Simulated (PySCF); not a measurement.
**C₂H₉AlO (SMILES C[O+](C)[AlH3-]): density, localisation and related maps**

```yaml
atoms:
  - { symbol: C, position_ang: [-1.1403, 1.3641, 0.6675] }
  - { symbol: O, position_ang: [-0.6634, 0.1135, 0.2615] }
  - { symbol: C, position_ang: [-1.7702, -0.7119, 0.0023] }
  - { symbol: Al, position_ang: [0.9703, -0.7142, 0.2961] }
  - { symbol: H, position_ang: [-1.7842, 1.2549, 1.5097] }
  - { symbol: H, position_ang: [-1.6705, 1.7786, -0.2361] }
  - { symbol: H, position_ang: [-0.1762, 1.8303, 0.7476] }
  - { symbol: H, position_ang: [-2.3170, -0.8146, 0.9132] }
  - { symbol: H, position_ang: [-2.3961, -0.5915, -0.9431] }
  - { symbol: H, position_ang: [-1.4356, -1.7490, -0.1481] }
  - { symbol: H, position_ang: [1.9372, 0.4632, 0.7891] }
  - { symbol: H, position_ang: [0.9070, -1.1113, -1.1483] }
  - { symbol: H, position_ang: [0.6334, -1.7831, 1.6100] }
```

Geometry: GFN2-xTB, MD frame at 250 fs, 600 K.

Level of theory: PBE0/pcSseg-1, SCF density, gas phase, non-relativistic in PySCF 2.14.0.

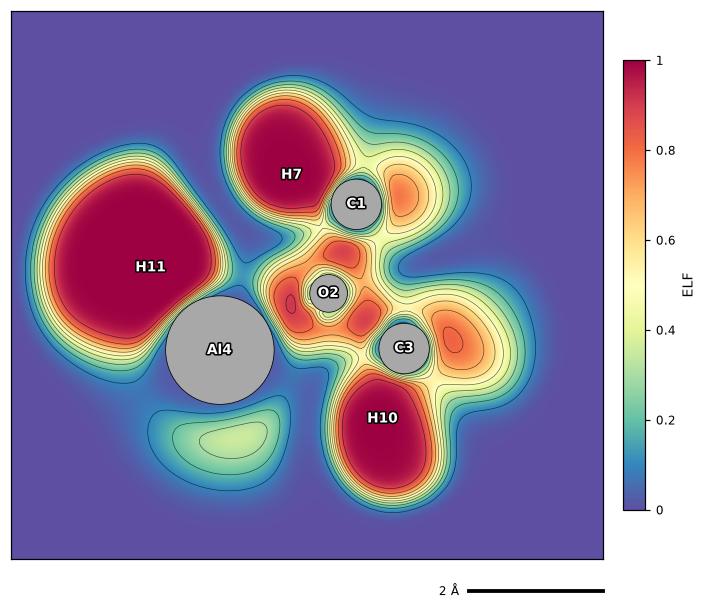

Figure 1. Electron localisation function on the plane of atoms O2, Al4 and H11. Grey discs cover the atomic cores.

Question: Read the bonding off the picture.

Answer: Atoms in the plane: C, O, Al and H. C–O (1.40 Å): the ELF peaks at about 0.90 between the atoms (a shared but strongly polarised pair). Al–O (1.83 Å): the ELF peaks at about 0.90 in the valence shell of O, 0.6 Å from its nucleus, and is about 0.40 at the midpoint. C–H (1.07 Å): the ELF climbs to about 1 towards the hydrogen, as it does in any bond to H: an ordinary covalent bond to hydrogen.

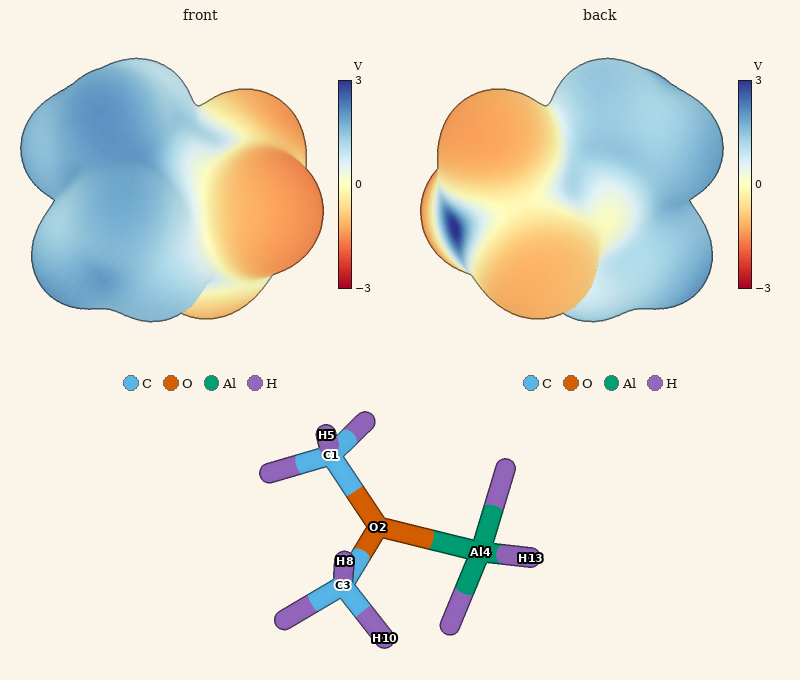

Figure 2. The electrostatic potential painted on the density surface at 0.004 e/bohr³, seen from the front and from behind; red is negative and blue positive. The bare structure is drawn below in the same view.

Question: Where is the surface potential most negative and most positive?

Answer: The most negative region (about −1.5 V) lies over H13, the most positive (about +2.6 V) over Al4.

Question: How polar is the molecule by this calculation?

Answer: Its dipole moment is 5.48 D.
